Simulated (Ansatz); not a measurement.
Cubic perovskite CsPbCl3 (cubic high-temperature phase) was calculated with revPBE (Ansatz, a first-principles code, PAW).

Settings: plane-wave cutoff 520 eV, 6×6×6 k mesh, Fermi–Dirac smearing 0.01 eV, scalar-relativistic PAW data made under PBE.

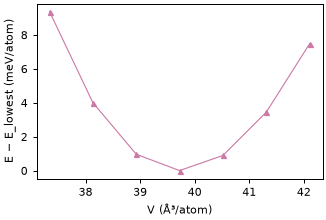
Total energy against volume

**Question.** From the curve, estimate the equilibrium volume and the bulk modulus.

**Answer.** V0 ≈ 39.7 Å³/atom and B0 ≈ 19 GPa; the fit gives V0 = 39.723 Å³/atom, B0 = 18.7 GPa, B′ = 4.6.

Note: the cell is over a tenth larger than the published one: the level's own overestimate first of all, though another phase or state, or a fault of the published cell, is possible; the relaxation could not lower the start's symmetry, so the cell can be a saddle point above a distorted one.

Spin–orbit coupling is not included; it can shift volumes and moduli of such heavy elements.

Static lattice: no zero-point or thermal effects.
